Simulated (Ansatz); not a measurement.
Base system: SiC (space group P6_3mc, No. 186; a = 3.058 Å, c = 10.012 Å). Axes: x lies along a and z along c of the hexagonal cell.

Perturbation: a pure shear with ε_xz = ε_zx = 0.0040, atoms relaxed at fixed cell.

Computed with LDA/PAW in Ansatz (a program for electronic structure), no SOC.

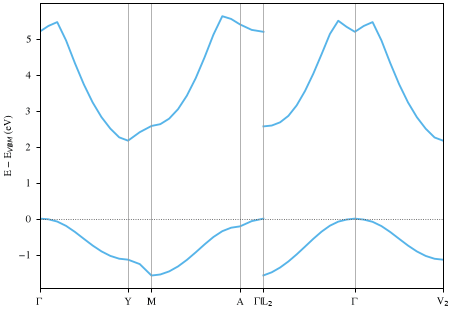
*Highest valence and lowest conduction band along the path of the changed cell's own zone*

Read the changed gap and its character from the plot.

About 2.2 eV, indirect, Γ → V₂.

The cells carry an imposed strain or load. Stability against distortions was not tested. k-point labels follow each cell's own Brillouin zone.
